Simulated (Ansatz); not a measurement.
System: CoGe4Ru3.

```
CELL_PARAMETERS angstrom
6.82208 0.00000 0.00000
-3.41104 5.90809 0.00000
0.00000 0.00000 8.46251
ATOMIC_POSITIONS crystal
Co 0.33333 0.66667 0.29328
Co 0.00000 0.00000 0.62662
Co 0.66667 0.33333 0.95995
Ge 0.33333 0.66667 0.00616
Ge 0.00000 0.00000 0.33950
Ge 0.66667 0.33333 0.67283
Ge 0.94759 0.38418 0.22233
Ge 0.61426 0.71752 0.55567
Ge 0.28093 0.05085 0.88900
Ge 0.61582 0.56341 0.22233
Ge 0.28248 0.89674 0.55567
Ge 0.94915 0.23008 0.88900
Ge 0.43659 0.05241 0.22233
Ge 0.10326 0.38574 0.55567
Ge 0.76992 0.71907 0.88900
Ru 0.74179 0.99339 0.12230
Ru 0.40846 0.32672 0.45563
Ru 0.07512 0.66005 0.78896
Ru 0.00661 0.74840 0.12230
Ru 0.67328 0.08174 0.45563
Ru 0.33995 0.41507 0.78896
Ru 0.25160 0.25821 0.12230
Ru 0.91826 0.59154 0.45563
Ru 0.58493 0.92488 0.78896
```

Space group R3; a structure generated by program, which may or may not match a known phase; spin-polarised.

Theory: DFT PBE, scalar-relativistic, plane waves, PAW in Ansatz 0.2.0.

What can the converged valence pseudo-density, electron localisation function and spin density tell about the bonding?

Answer. Co–Ge (2.43 Å): ρ at the midpoint is about 0.41 e/Å³; the ELF is about 0.40 at the midpoint.
Ge–Ru (2.53 Å): ρ is about 0.46 e/Å³ halfway; the ELF is about 0.40 at the midpoint.
The spin density sits on Co: +0.7 μB (×3) in one cell of 24 atoms, with smaller moments on Ru (up to +0.13 μB): parallel main moments, as they must be, since the calculation's own cell holds one magnetic site. The cell of the calculation (8 atoms) carries 1.1 μB of net spin moment.
Bader's partition of the density gives Co +0.03, Ge +0.25 and Ru −0.34 e.

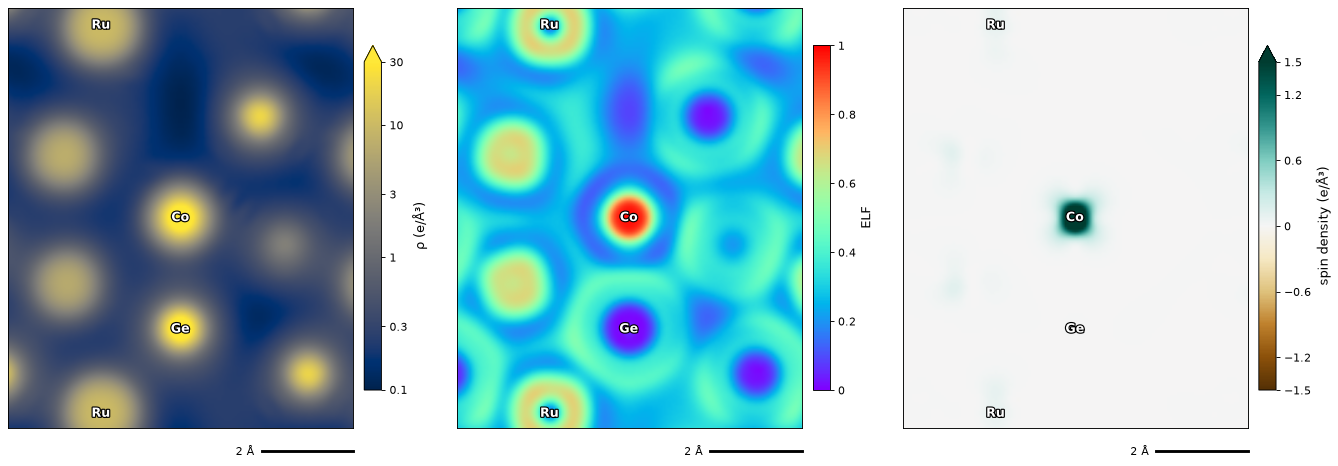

Computed valence pseudo-density, electron localisation function and spin density on the (010) plane of the conventional cell, in this order. Atoms just off the plane (Ge, 0.3 Å away and Ru, 0.4 Å away) can leave unmarked features too.

In a PAW calculation such maps are meaningful between the atoms, not at the nuclei.
